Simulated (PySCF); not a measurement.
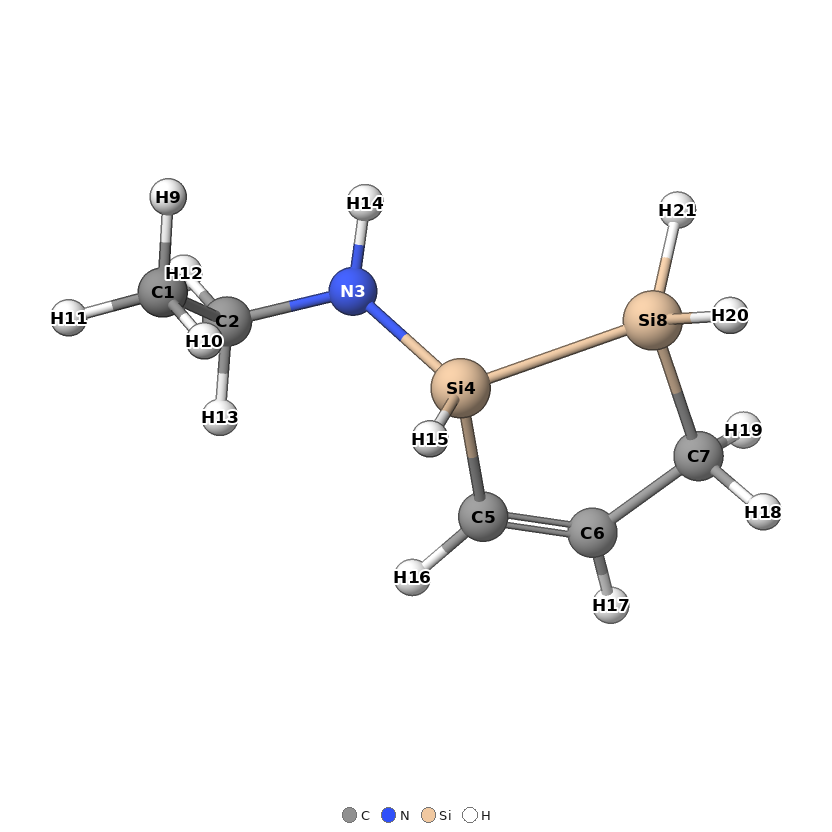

The geometry was computed by an optimisation with GFN2-xTB. No frequency run is at hand to confirm it as a minimum. Electric field gradients from the ground-state density, PBE0/pcSseg-1 (PySCF 2.14.0), non-relativistic apart from any core potentials.

Give the largest field-gradient component, the quadrupole coupling constant and the asymmetry for 14N at N3 (Q = 20.44 mb), 2H at H9 (Q = 2.86 mb), 2H at H10 (Q = 2.86 mb), 2H at H11 (Q = 2.86 mb), 2H at H12 (Q = 2.86 mb).

| atom | V_zz (a.u.) | e²qQ/h (MHz) | η |
| --- | --- | --- | --- |
| N3 | −1.040 | −4.99 | 0.34 |
| H9 | 0.314 | 0.211 | 0.02 |
| H10 | 0.314 | 0.211 | 0.02 |
| H11 | 0.317 | 0.213 | 0.02 |
| H12 | 0.292 | 0.196 | 0.04 |

The geometry is semi-empirical. Around Si such bond lengths and angles can be off by a tenth of an ångström or more and by several degrees, and values that hang on the shape move with them.
